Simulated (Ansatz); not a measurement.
## Electronic structure of ClH$_{2}$NSi (SMILES N=[SiH]Cl) in real space

```yaml
atoms:
  - { symbol: Cl, position_ang: [2.1501, -1.7931, 0.2594] }
  - { symbol: N, position_ang: [0.0160, 0.7426, 0.2204] }
  - { symbol: Si, position_ang: [0.6368, -0.5834, -0.3838] }
  - { symbol: H, position_ang: [0.3233, 1.1886, 1.0748] }
  - { symbol: H, position_ang: [0.0968, -1.1280, -1.6347] }
```

Geometry: r2SCAN-D4/def2-TZVP.

All numbers below come from Ansatz 0.2.0, isolated molecule in a Gaussian basis; Kohn-Sham density functional theory, functional PBE0.

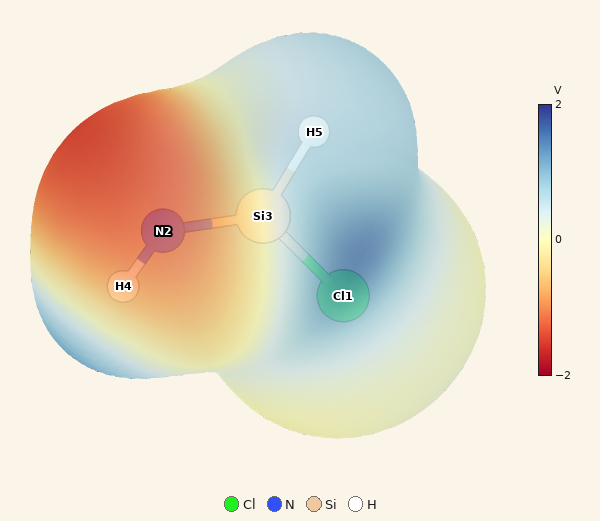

Figure 1. The molecular electrostatic potential painted on the density surface at 0.001 e/bohr³, seen at a tilt; red is negative and blue positive.

Which sites attract a positive test charge, and which a negative one?

A positive charge is drawn to the negative regions and a negative charge to the positive ones. The most negative region (about −1.5 V) lies over N2, the most positive (about +1.5 V) over Si3. N2 is the likeliest acceptor of a hydrogen bond.

What dipole moment does the calculation give?

Its dipole moment is 1.55 D.

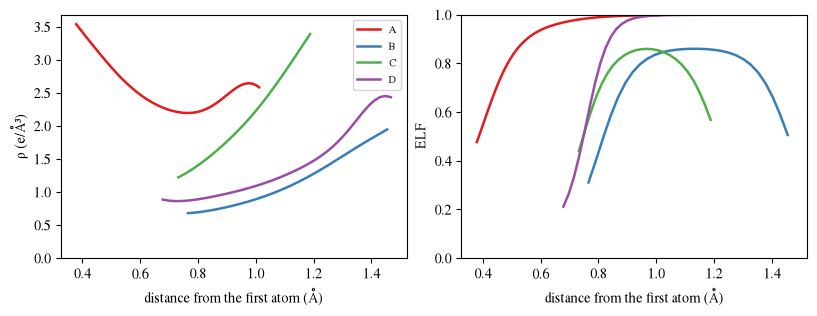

Figure 2. Total electron density and ELF along straight lines between neighbouring atoms. The curves leave out the atomic cores.

Which curve belongs to which contact (N–H, Si–Cl, Si–H and Si–N)? The first atom named is at distance zero.

Curve A: N–H (1.01 Å): ρ at the midpoint is about 2.9 e/Å³; the ELF climbs to about 1 towards the hydrogen, as it does in any bond to H; a covalent bond by its length. Curve B: Si–Cl (2.04 Å): ρ at the midpoint is about 0.92 e/Å³; the ELF peaks at about 0.85 between the atoms; a polar covalent bond. Curve C: Si–N (1.58 Å): ρ is about 1.4 e/Å³ halfway; the ELF peaks at about 0.85 between the atoms; a polar covalent bond. Curve D: Si–H (1.47 Å): ρ at the midpoint is about 0.86 e/Å³; the ELF climbs to about 1 towards the hydrogen.

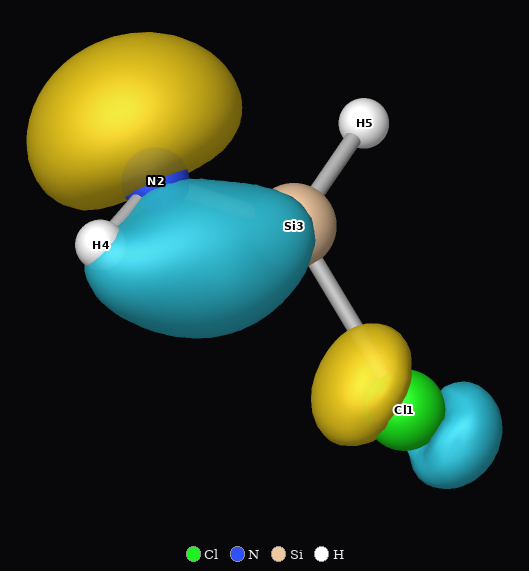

Figure 3. The HOMO−1 at ±0.15 Å⁻³ᐟ² (yellow and cyan are the two phases), seen at a tilt.

Describe this orbital and give its energy.

Its weight (Hirshfeld) is mainly on N2 (about 70 %), Si3 (about 15 %) and Cl1 (about 10 %); it is symmetric in the molecular plane (an in-plane orbital: σ, lone-pair or in-plane π type); largely a lone pair of N2. Its energy is −8.06 eV.
